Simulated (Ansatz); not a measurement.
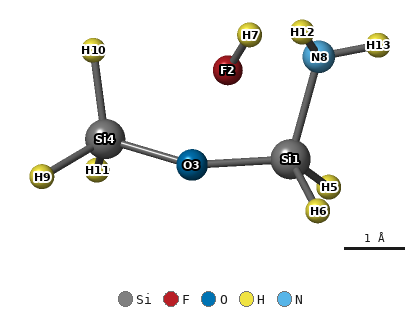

**Figure 1.** The input geometry (ball-and-stick view, seen at a tilt; atoms are numbered from 1 in the order of the input).

**Geometry relaxation of Si2NH8OF**

- system: Si2NH8OF
- method: RKS PBE/def2-SVP (Ansatz 0.2.0)

It belongs to a series of runs on one base structure; here: end point B relaxed. Figures and captions count atoms from 1; the log counts them from 0 in places.

The program's output:
```
The last accepted step is kept in [file] (removed where the run ends without a failure and the disk answers)
Engine: ansatz 0.2.0, x86_64-unknown-linux-gnu
Functional definition: PBE
  parameter kappa = 0.804
  parameter beta = 0.06672455060314922
  exchange = pbe_x(kappa = kappa, mu = beta*pi^2/3)
  correlation = pbe_c(beta = beta)
1319 factors; their error is unknown
mean field evaluation 1: about -22105.0691 eV, gradient 8.1e1 eV
mean field evaluation 2: about -22062.7189 eV, gradient 1.6e2 eV
mean field evaluation 4: about -22116.7747 eV, gradient 1.4e1 eV
mean field evaluation 8: about -22117.1305 eV, gradient 1.8e-1 eV
mean field evaluation 16: about -22117.0402 eV, gradient 9.6e-4 eV
mean field -22117.04023255 eV, -812.7862370778 hartree, gradient 7.3e-5 eV, S^2 0.000000; 0 other end points of the search recorded, 0 dependent functions left out
the calculation of the forces begins
reference -22117.04027536 eV, -812.7862386510 hartree; 30, 30 occupied and 88, 88 virtual orbitals, 1319 factors
relax step   1: F+E_penalty+E_count = -22117.04023255 eV  Δ(F+E_penalty+E_count) = +0.000e0 eV  max|allowed force component| = 1.362e0 eV/Å  Δτ_max = 0.0000 Å  (28 SCF iters, accepted)
these checks for a lower state are left out or cut short: starts, cluster_reference, orbital_swaps, neighbouring_geometries, increment
1319 factors; their error is unknown
mean field -22117.16374390 eV, -812.7907760364 hartree, gradient 2.3e-5 eV, S^2 0.000000; 0 other end points of the search recorded, 0 dependent functions left out
the calculation of the forces begins
reference -22117.16378609 eV, -812.7907775866 hartree; 30, 30 occupied and 88, 88 virtual orbitals, 1319 factors
relax step   2: F+E_penalty+E_count = -22117.16374390 eV  Δ(F+E_penalty+E_count) = -1.235e-1 eV  max|allowed force component| = 1.209e0 eV/Å  Δτ_max = 0.1982 Å  (36 SCF iters, accepted)
these checks for a lower state are left out or cut short: starts, cluster_reference, orbital_swaps, neighbouring_geometries, increment
1319 factors; their error is unknown
mean field evaluation 32: about -22117.2899 eV, gradient 7.8e-4 eV
mean field -22117.28985932 eV, -812.7954106926 hartree, gradient 1.2e-5 eV, S^2 0.000000; 0 other end points of the search recorded, 0 dependent functions left out
the calculation of the forces begins
reference -22117.28990096 eV, -812.7954122229 hartree; 30, 30 occupied and 88, 88 virtual orbitals, 1319 factors
relax step   3: F+E_penalty+E_count = -22117.28985932 eV  Δ(F+E_penalty+E_count) = -1.261e-1 eV  max|allowed force component| = 6.673e-1 eV/Å  Δτ_max = 0.1953 Å  (28 SCF iters, accepted)
these checks for a lower state are left out or cut short: starts, cluster_reference, orbital_swaps, neighbouring_geometries, increment
1319 factors; their error is unknown
mean field -22117.29280027 eV, -812.7955187706 hartree, gradient 1.0e-5 eV, S^2 0.000000; 0 other end points of the search recorded, 0 dependent functions left out
the calculation of the forces begins
reference -22117.29284171 eV, -812.7955202934 hartree; 30, 30 occupied and 88, 88 virtual orbitals, 1319 factors
relax step   4: F+E_penalty+E_count = -22117.29280027 eV  Δ(F+E_penalty+E_count) = -2.941e-3 eV  max|allowed force component| = 6.125e-1 eV/Å  Δτ_max = 0.1793 Å  (30 SCF iters, accepted)
these checks for a lower state are left out or cut short: starts, cluster_reference, orbital_swaps, neighbouring_geometries, increment
1319 factors; their error is unknown
mean field -22117.33739804 eV, -812.7971577082 hartree, gradient 2.3e-5 eV, S^2 0.000000; 0 other end points of the search recorded, 0 dependent functions left out
the calculation of the forces begins
reference -22117.33743949 eV, -812.7971592315 hartree; 30, 30 occupied and 88, 88 virtual orbitals, 1319 factors
relax step   5: F+E_penalty+E_count = -22117.33739804 eV  Δ(F+E_penalty+E_count) = -4.460e-2 eV  max|allowed force component| = 1.655e-1 eV/Å  Δτ_max = 0.0878 Å  (27 SCF iters, accepted)
these checks for a lower state are left out or cut short: starts, cluster_reference, orbital_swaps, neighbouring_geometries, increment
1319 factors; their error is unknown
mean field -22117.34425947 eV, -812.7974098611 hartree, gradient 2.3e-5 eV, S^2 0.000000; 0 other end points of the search recorded, 0 dependent functions left out
the calculation of the forces begins
reference -22117.34430088 eV, -812.7974113829 hartree; 30, 30 occupied and 88, 88 virtual orbitals, 1319 factors
relax step   6: F+E_penalty+E_count = -22117.34425947 eV  Δ(F+E_penalty+E_count) = -6.861e-3 eV  max|allowed force component| = 1.399e-1 eV/Å  Δτ_max = 0.0529 Å  (28 SCF iters, accepted)
these checks for a lower state are left out or cut short: starts, cluster_reference, orbital_swaps, neighbouring_geometries, increment
1319 factors; their error is unknown
mean field -22117.34524902 eV, -812.7974462264 hartree, gradient 2.3e-5 eV, S^2 0.000000; 0 other end points of the search recorded, 0 dependent functions left out
the calculation of the forces begins
reference -22117.34529029 eV, -812.7974477430 hartree; 30, 30 occupied and 88, 88 virtual orbitals, 1319 factors
relax step   7: F+E_penalty+E_count = -22117.34524902 eV  Δ(F+E_penalty+E_count) = -9.895e-4 eV  max|allowed force component| = 2.623e-1 eV/Å  Δτ_max = 0.0953 Å  (28 SCF iters, accepted)
these checks for a lower state are left out or cut short: starts, cluster_reference, orbital_swaps, neighbouring_geometries, increment
1319 factors; their error is unknown
mean field evaluation 64: about -22117.4432 eV, gradient 1.2e-2 eV
mean field -22117.35074762 eV, -812.7976482963 hartree, gradient 2.1e-5 eV, S^2 0.000000; 0 other end points of the search recorded, 0 dependent functions left out
the calculation of the forces begins
reference -22117.35078890 eV, -812.7976498132 hartree; 30, 30 occupied and 88, 88 virtual orbitals, 1319 factors
relax step   8: F+E_penalty+E_count = -22117.35074762 eV  Δ(F+E_penalty+E_count) = -5.499e-3 eV  max|allowed force component| = 7.530e-2 eV/Å  Δτ_max = 0.0304 Å  (29 SCF iters, accepted)
these checks for a lower state are left out or cut short: starts, cluster_reference, orbital_swaps, neighbouring_geometries, increment
1319 factors; their error is unknown
mean field -22117.35125515 eV, -812.7976669475 hartree, gradient 2.3e-5 eV, S^2 0.000000; 0 other end points of the search recorded, 0 dependent functions left out
the calculation of the forces begins
reference -22117.35129651 eV, -812.7976684675 hartree; 30, 30 occupied and 88, 88 virtual orbitals, 1319 factors
relax step   9: F+E_penalty+E_count = -22117.35125515 eV  Δ(F+E_penalty+E_count) = -5.075e-4 eV  max|allowed force component| = 8.598e-2 eV/Å  Δτ_max = 0.0594 Å  (29 SCF iters, accepted)
these checks for a lower state are left out or cut short: starts, cluster_reference, orbital_swaps, neighbouring_geometries, increment
1319 factors; their error is unknown
mean field -22117.35195667 eV, -812.7976927279 hartree, gradient 2.3e-5 eV, S^2 0.000000; 0 other end points of the search recorded, 0 dependent functions left out
the calculation of the forces begins
reference -22117.35199812 eV, -812.7976942511 hartree; 30, 30 occupied and 88, 88 virtual orbitals, 1319 factors
relax step  10: F+E_penalty+E_count = -22117.35195667 eV  Δ(F+E_penalty+E_count) = -7.015e-4 eV  max|allowed force component| = 4.754e-2 eV/Å  Δτ_max = 0.0186 Å  (30 SCF iters, accepted)
these checks for a lower state are left out or cut short: starts, cluster_reference, orbital_swaps, neighbouring_geometries, increment
1319 factors; their error is unknown
mean field -22117.35256558 eV, -812.7977151052 hartree, gradient 2.3e-5 eV, S^2 0.000000; 0 other end points of the search recorded, 0 dependent functions left out
the calculation of the forces begins
reference -22117.35260707 eV, -812.7977166296 hartree; 30, 30 occupied and 88, 88 virtual orbitals, 1319 factors
relax step  11: F+E_penalty+E_count = -22117.35256558 eV  Δ(F+E_penalty+E_count) = -6.089e-4 eV  max|allowed force component| = 1.870e-2 eV/Å  Δτ_max = 0.0230 Å  (29 SCF iters, accepted)
1319 factors; their error is unknown
mean field evaluation 96: about -22117.1675 eV, gradient 1.2e1 eV
```

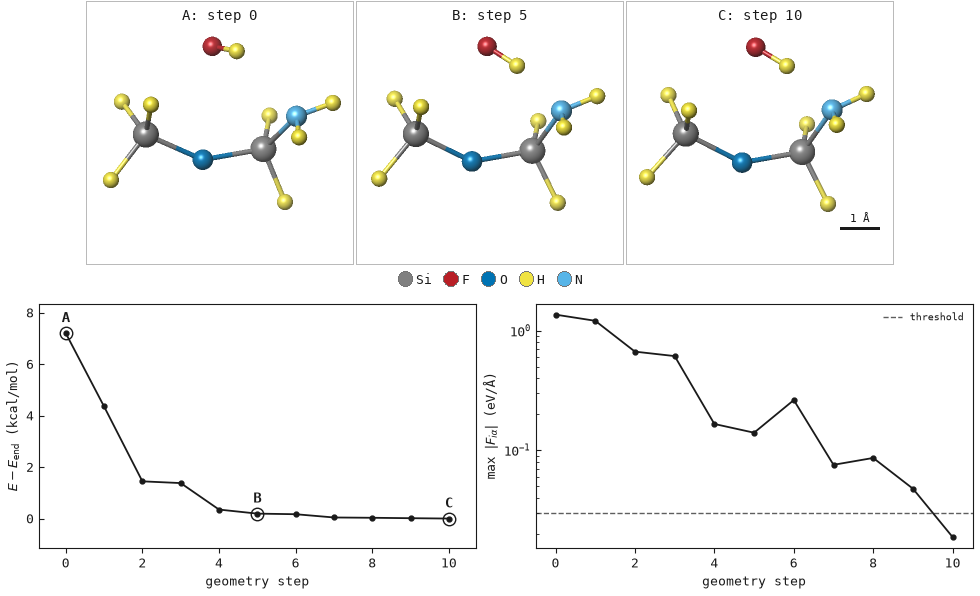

**Figure 2.** Frames of the relaxation (ball-and-stick view, seen at a tilt) above the curves, on which the letters mark them (the first geometry is step 0 here and step 1 in the log).

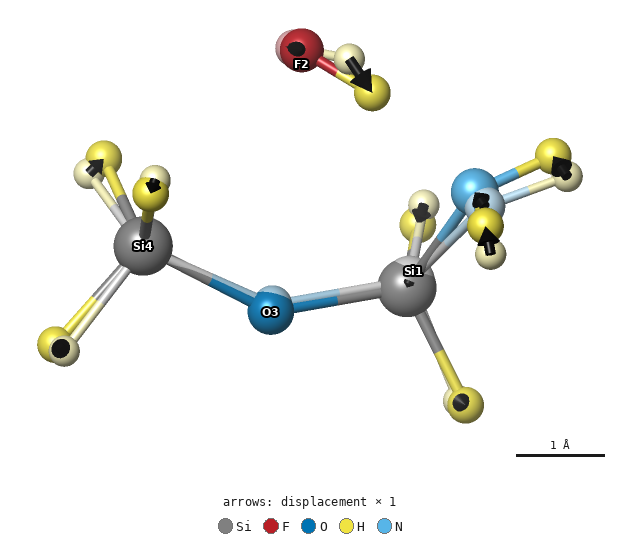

**Figure 3.** Start (faint) and end (solid) with the displacements as black arrows, at true length (ball-and-stick view, seen at a tilt). The two geometries are laid on each other by the best rigid fit. The largest move after the best rigid fit is that of H7, 0.47 Å. Largest moves by element: H 0.47 Å, F 0.44 Å, N 0.25 Å, Si 0.08 Å, O 0.08 Å. Among the contacts that change: F2–H7 0.923 → 0.983 Å, O3–Si4 1.678 → 1.691 Å, Si1–N8 1.799 → 1.789 Å, Si1–O3 1.659 → 1.653 Å. Among the angles that change: Si1–O3–Si4 147.6° → 144.3°. Over 10 geometry steps the energy falls by 7.20 kcal/mol. The largest force component goes from 1.4 to 0.019 eV/Å. (Atoms are counted from 1 in the order of the input.)

```
mean field -22117.35256558 eV, -812.7977151052 hartree, gradient 2.2e-5 eV, S^2 0.000000; 1 other end points of the search recorded, 0 dependent functions left out
the calculation of the forces begins
reference -22117.35260707 eV, -812.7977166296 hartree; 30, 30 occupied and 88, 88 virtual orbitals, 1319 factors
Total energy: -22117.35260707 eV, -812.7977166296 hartree
Atom 0 at    -0.252516    -0.870057    -1.077206 Å, force     0.001670    -0.001123     0.006536 eV/Å
Atom 1 at     1.414802     1.369698     0.193227 Å, force     0.003555     0.002761     0.000720 eV/Å
Atom 2 at    -1.188812    -0.147954     0.077989 Å, force     0.004973    -0.006494    -0.001011 eV/Å
Atom 3 at    -1.298525     1.173801     1.127369 Å, force    -0.004622     0.004759     0.007093 eV/Å
Atom 4 at    -0.003160    -0.037269    -2.298075 Å, force    -0.000661     0.004088     0.000174 eV/Å
Atom 5 at    -0.941694    -2.151496    -1.445766 Å, force     0.002667     0.001534     0.002775 eV/Å
Atom 6 at     1.569504     0.405117     0.080802 Å, force    -0.005377    -0.003898    -0.003375 eV/Å
Atom 7 at     1.369161    -1.147090    -0.374850 Å, force    -0.010419     0.018696    -0.012001 eV/Å
Atom 8 at    -2.718293     1.140654     1.626000 Å, force     0.003014    -0.000002    -0.002006 eV/Å
Atom 9 at    -0.390837     0.998804     2.308912 Å, force    -0.002493    -0.001013    -0.000899 eV/Å
Atom 10 at    -1.069180     2.476256     0.424284 Å, force     0.001660    -0.000661    -0.005611 eV/Å
Atom 11 at     1.408009    -1.811436     0.408128 Å, force     0.002901    -0.015950     0.002692 eV/Å
Atom 12 at     2.101642    -1.398931    -1.050913 Å, force     0.003132    -0.002697     0.004913 eV/Å
Dipole moment:     0.298665    -0.664496    -0.166927 e Å
```

Trajectory as extended XYZ (Å, eV, eV/Å), 8 of the 11 frames kept, from step=1 to step=11:
```
13
Properties=species:S:1:pos:R:3:forces:R:3 step=1 energy=-22117.04023
Si   -0.1752   -0.8480   -1.0851    0.4837  -0.3518   0.1935
F     1.2605    1.5994   -0.1536   -0.4195   1.0763  -0.3126
O    -1.1271   -0.1064    0.0527   -0.0501   0.0197   0.0320
Si   -1.3068    1.1544    1.1456   -0.0135  -0.0056  -0.0066
H     0.2371    0.0130   -2.2412   -0.0030  -0.0042   0.0052
H    -1.0100   -1.9953   -1.5871    0.0024   0.0036  -0.0049
H     1.7064    0.8491    0.1469    0.4538  -1.3620   0.2881
N     1.3469   -1.3850   -0.2908   -0.5058   0.5124  -0.1376
H    -2.6515    0.9494    1.7879    0.0062   0.0013   0.0072
H    -0.2628    1.0886    2.2270    0.0003   0.0119  -0.0063
H    -1.2994    2.4963    0.4745    0.0046  -0.0059   0.0000
H     1.2122   -2.0813    0.4552    0.0456   0.0714  -0.0667
H     2.0697   -1.7341   -0.9320   -0.0048   0.0330   0.0088
13
Properties=species:S:1:pos:R:3:forces:R:3 step=2 energy=-22117.16374
Si   -0.1803   -0.8540   -1.0829    0.0533  -0.0254   0.0064
F     1.3539    1.6086   -0.0960    0.3654  -1.2091   0.2634
O    -1.1351   -0.1093    0.0516    0.0185  -0.0659  -0.0714
Si   -1.3113    1.1543    1.1418    0.0354   0.0978   0.1064
H     0.2270    0.0068   -2.2411   -0.0163  -0.0073  -0.0028
H    -1.0061   -2.0084   -1.5820    0.0683  -0.0347   0.0333
H     1.6237    0.6823    0.0790   -0.3388   0.7202  -0.2547
N     1.3478   -1.3233   -0.2856   -0.2728   0.3890  -0.0659
H    -2.6534    0.9504    1.7892   -0.0056  -0.0041  -0.0111
H    -0.2653    1.0916    2.2217   -0.0171  -0.0084  -0.0234
H    -1.3011    2.4955    0.4701    0.0011  -0.0209  -0.0229
H     1.2288   -2.0218    0.4604    0.0674   0.0993   0.0481
H     2.0714   -1.6726   -0.9264    0.0412   0.0695  -0.0056
13
Properties=species:S:1:pos:R:3:forces:R:3 step=4 energy=-22117.29280
Si   -0.2222   -0.8261   -1.1084   -0.1451   0.2686   0.0630
F     1.4233    1.2992    0.0299    0.0543   0.6125   0.1478
O    -1.1717   -0.0953    0.0350   -0.0830  -0.2065  -0.1663
Si   -1.3143    1.1690    1.1344    0.1239   0.0848   0.0620
H     0.1210    0.0086   -2.3059   -0.0524  -0.0348   0.0045
H    -0.9599   -2.0666   -1.5352    0.1070   0.0104   0.0537
H     1.6087    0.3320    0.0717   -0.1334  -0.0391  -0.1451
N     1.3468   -1.1378   -0.3109    0.0084  -0.4783  -0.0262
H    -2.6637    0.9829    1.7723   -0.0153   0.0151  -0.0138
H    -0.2739    1.0848    2.2141   -0.0418  -0.0127   0.0035
H    -1.2823    2.5022    0.4484    0.0243   0.0005  -0.0054
H     1.3043   -1.7752    0.4886   -0.0387  -0.1655   0.1810
H     2.0840   -1.4775   -0.9341    0.1918  -0.0549  -0.1588
13
Properties=species:S:1:pos:R:3:forces:R:3 step=5 energy=-22117.33740
Si   -0.2251   -0.8306   -1.1072   -0.0723   0.0099   0.0938
F     1.4331    1.3671    0.0846    0.0402  -0.1047   0.0137
O    -1.1738   -0.1011    0.0362   -0.0274  -0.1504  -0.1528
Si   -1.3079    1.1681    1.1321    0.0576   0.1246   0.0901
H     0.1009   -0.0041   -2.3139   -0.0135   0.0107   0.0209
H    -0.9464   -2.0829   -1.5179    0.0191   0.0101   0.0057
H     1.5885    0.3912    0.0617   -0.0656   0.1655  -0.0066
N     1.3454   -1.1667   -0.3207    0.0966  -0.1184  -0.0611
H    -2.6664    1.0006    1.7567   -0.0094   0.0100  -0.0164
H    -0.2822    1.0721    2.2242   -0.0301  -0.0187  -0.0030
H    -1.2558    2.4992    0.4426    0.0256  -0.0080   0.0001
H     1.3028   -1.8165    0.4757   -0.0140   0.0320  -0.0015
H     2.0868   -1.4964   -0.9542   -0.0066   0.0373   0.0171
13
Properties=species:S:1:pos:R:3:forces:R:3 step=7 energy=-22117.34525
Si   -0.2377   -0.8566   -1.0885   -0.1560  -0.0286  -0.1361
F     1.3794    1.3708    0.1451    0.0394   0.0643   0.0004
O    -1.1917   -0.1464    0.0591    0.0027   0.2132   0.1886
Si   -1.2894    1.1745    1.1257   -0.0103  -0.2623  -0.0920
H     0.0182   -0.0096   -2.2995    0.0246  -0.0281   0.0098
H    -0.9344   -2.1312   -1.4695    0.0135   0.0064  -0.0259
H     1.5674    0.4109    0.0604   -0.0434  -0.0732   0.0054
N     1.3613   -1.1623   -0.3650    0.1295   0.0454   0.1760
H    -2.6879    1.1040    1.6690   -0.0598   0.0127  -0.0087
H    -0.3560    1.0049    2.2841    0.0507  -0.0034   0.0258
H    -1.1085    2.4874    0.4367    0.0229   0.0497  -0.0569
H     1.3565   -1.8057    0.4372    0.0161   0.0098  -0.0098
H     2.1230   -1.4404   -0.9949   -0.0300  -0.0056  -0.0765
13
Properties=species:S:1:pos:R:3:forces:R:3 step=8 energy=-22117.35075
Si   -0.2489   -0.8622   -1.0892   -0.0117  -0.0063  -0.0596
F     1.4030    1.3867    0.1431    0.0084  -0.0529   0.0094
O    -1.1981   -0.1408    0.0556    0.0042   0.0186   0.0547
Si   -1.2896    1.1626    1.1319   -0.0208   0.0115  -0.0681
H     0.0167   -0.0281   -2.3062    0.0020  -0.0055   0.0069
H    -0.9366   -2.1408   -1.4707   -0.0009   0.0023   0.0039
H     1.5576    0.4174    0.0643    0.0017   0.0349  -0.0144
N     1.3569   -1.1466   -0.3581    0.0420  -0.0078   0.0753
H    -2.7005    1.1143    1.6558    0.0238  -0.0009   0.0097
H    -0.3518    0.9778    2.2884   -0.0134  -0.0112   0.0058
H    -1.0808    2.4756    0.4403   -0.0043  -0.0086   0.0128
H     1.3628   -1.7889    0.4454    0.0122   0.0112  -0.0275
H     2.1095   -1.4271   -1.0006   -0.0433   0.0148  -0.0090
13
Properties=species:S:1:pos:R:3:forces:R:3 step=10 energy=-22117.35196
Si   -0.2527   -0.8690   -1.0810    0.0040   0.0080   0.0041
F     1.4166    1.3776    0.1854    0.0027  -0.0255  -0.0101
O    -1.1987   -0.1369    0.0603    0.0196  -0.0276  -0.0186
Si   -1.2969    1.1733    1.1239   -0.0069   0.0142   0.0475
H     0.0059   -0.0435   -2.3050   -0.0037  -0.0017  -0.0008
H    -0.9378   -2.1544   -1.4433   -0.0014   0.0049  -0.0027
H     1.5682    0.4111    0.0789   -0.0088   0.0176   0.0121
N     1.3645   -1.1430   -0.3659   -0.0120  -0.0108  -0.0079
H    -2.7096    1.1301    1.6428    0.0034   0.0153  -0.0233
H    -0.3802    0.9830    2.2967    0.0045   0.0084  -0.0113
H    -1.0730    2.4832    0.4306   -0.0073  -0.0172   0.0081
H     1.3945   -1.8118    0.4145    0.0089   0.0111  -0.0045
H     2.0994   -1.3997   -1.0381   -0.0032   0.0035   0.0073
13
Properties=species:S:1:pos:R:3:forces:R:3 step=11 energy=-22117.35257
Si   -0.2525   -0.8701   -1.0772    0.0017  -0.0011   0.0065
F     1.4148    1.3697    0.1932    0.0036   0.0028   0.0007
O    -1.1888   -0.1480    0.0780    0.0050  -0.0065  -0.0010
Si   -1.2985    1.1738    1.1274   -0.0046   0.0048   0.0071
H    -0.0032   -0.0373   -2.2981   -0.0007   0.0041   0.0002
H    -0.9417   -2.1515   -1.4458    0.0027   0.0015   0.0028
H     1.5695    0.4051    0.0808   -0.0054  -0.0039  -0.0034
N     1.3692   -1.1471   -0.3749   -0.0104   0.0187  -0.0120
H    -2.7183    1.1407    1.6260    0.0030   0.0000  -0.0020
H    -0.3908    0.9988    2.3089   -0.0025  -0.0010  -0.0009
H    -1.0692    2.4763    0.4243    0.0017  -0.0007  -0.0056
H     1.4080   -1.8114    0.4081    0.0029  -0.0159   0.0027
H     2.1016   -1.3989   -1.0509    0.0031  -0.0027   0.0049
```

This output came from the following input.

Input:
```yaml
crystal:
  periodic: [false, false, false]
  atoms:
    - { symbol: Si, position_ang: [-0.175179, -0.848023, -1.085108] }
    - { symbol: F, position_ang: [1.260458, 1.599433, -0.153579] }
    - { symbol: O, position_ang: [-1.127084, -0.106371, 0.05274] }
    - { symbol: Si, position_ang: [-1.306809, 1.154357, 1.145617] }
    - { symbol: H, position_ang: [0.237113, 0.012976, -2.241247] }
    - { symbol: H, position_ang: [-1.010026, -1.995296, -1.587079] }
    - { symbol: H, position_ang: [1.706448, 0.84906, 0.14688] }
    - { symbol: "N", position_ang: [1.346902, -1.384964, -0.290824] }
    - { symbol: H, position_ang: [-2.651467, 0.949445, 1.787871] }
    - { symbol: H, position_ang: [-0.262802, 1.088571, 2.22697] }
    - { symbol: H, position_ang: [-1.29937, 2.496279, 0.474478] }
    - { symbol: H, position_ang: [1.212171, -2.081283, 0.455191] }
    - { symbol: H, position_ang: [2.069745, -1.734085, -0.932009] }
basis:
  gaussian: { orbitals: def2-SVP }
hamiltonian:
  xc: pbe
relax:
  f_tol: 0.03
  max_steps: 50
```

Command:
```bash
ansatz run input.yaml --threads 2 --pin off --max-ram 3072MiB --backend cpu --events-out ev --progress --plain --runs-dir out
```

Summary:

```tsv
quantity	value
outcome	converged
total energy	−22117.3526 eV
mean-field energy	−22117.3526 eV
largest force (length of the vector) at the end	0.025 eV/Å
hardware	2 threads of Intel Xeon (Granite Rapids), 16 GiB of memory available, shared host
wall time	15 s (CPU time 29 s)
peak memory	0.18 GiB
```
